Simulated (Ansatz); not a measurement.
Be2S2 (triplet)

Input file:

```
crystal:
  periodic: [false, false, false]
  atoms:
    - {symbol: Be, position_ang: [-0.878759, 0.168897, 0.616703]}
    - {symbol: Be, position_ang: [0.878759, -0.168897, -0.616703]}
    - {symbol: S, position_ang: [0.711490, -0.805646, 1.234462]}
    - {symbol: S, position_ang: [-0.711489, 0.805646, -1.234462]}
basis:
  gaussian: {orbitals: def2-TZVP, initial_orbitals: start.molden}
magnetization: {spin_polarized: true, initial_magnetization: 2}
hamiltonian: {xc: pbe0, dispersion: d4}
output: {orbitals: {seedname: orbitals}}
```

Launched as:

```sh
ansatz run in.yaml --threads 2 --pin off --events-out ev --progress --plain --max-ram 4352MiB
```

Geometry: PBE-D4/def2-TZVP.

All numbers below come from Ansatz, UKS PBE0-D4/def2-TZVP.

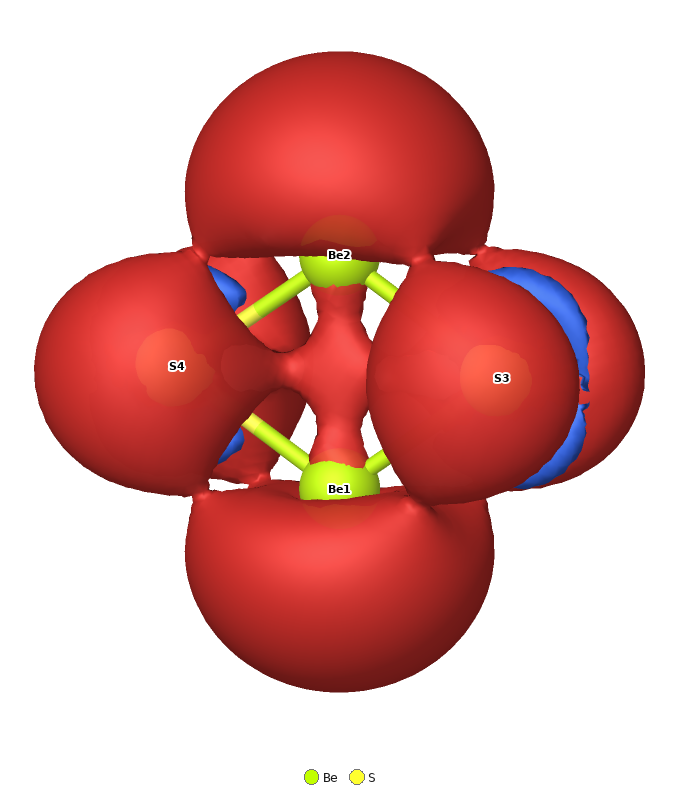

Figure 1. Isosurfaces of the spin density at +0.015 (red) and −0.015 e/Å³ (blue), seen at a tilt.

Describe the spin distribution.

Answer. The unpaired spin (2 electrons) lies mostly on S4 (about 0.5), S3 (about 0.5), Be2 (about 0.5) and Be1 (about 0.5), in electrons by Hirshfeld's partition.

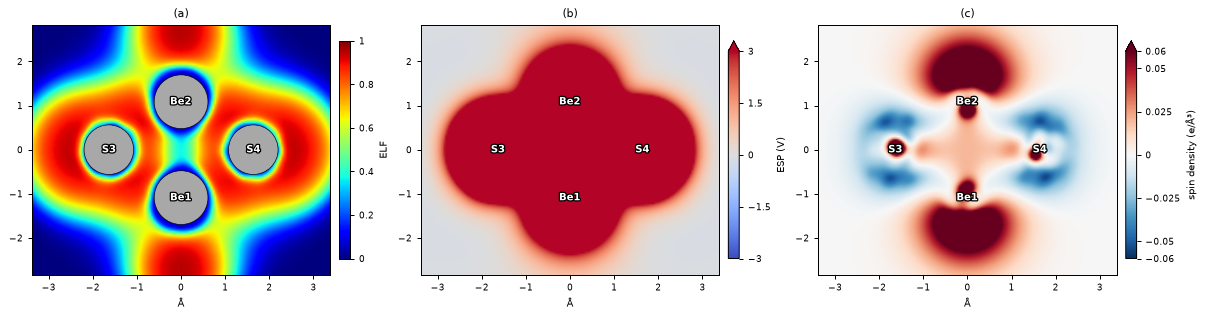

Figure 2. (a) electron localisation function; (b) electrostatic potential; (c) spin density (α minus β) on the molecular plane. Grey discs cover the atomic cores in the ELF map.

What does the map show?

Answer.
- Atoms in the plane: Be and S.
- Be–S (1.96 Å): the ELF peaks at about 0.90 in the valence shell of S, 1.0 Å from its nucleus, and is about 0.90 at the midpoint.
- The ELF also peaks beside S3 and S4, away from the bonds: non-bonding electrons, paired or unpaired.
- The potential has no marked negative region in this plane.

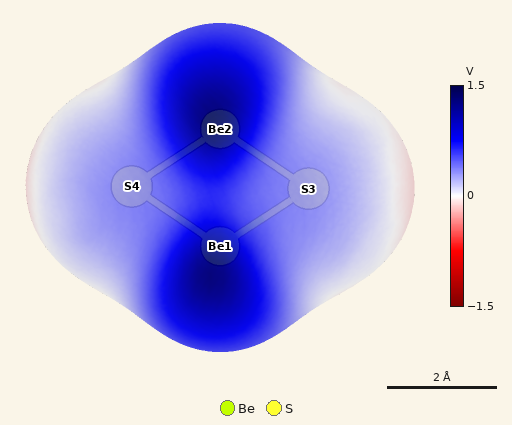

Figure 3. The electrostatic potential painted on the density surface at 0.002 e/bohr³, seen across its widest extent; red is negative and blue positive.

Which sites attract a positive test charge, and which a negative one?

Answer. A positive charge is drawn to the negative regions and a negative charge to the positive ones. The most negative region (about −0.1 V) lies over S3 and S4, the most positive (about +1.3 V, or +30 kcal/mol for a unit charge) over Be1 and Be2.
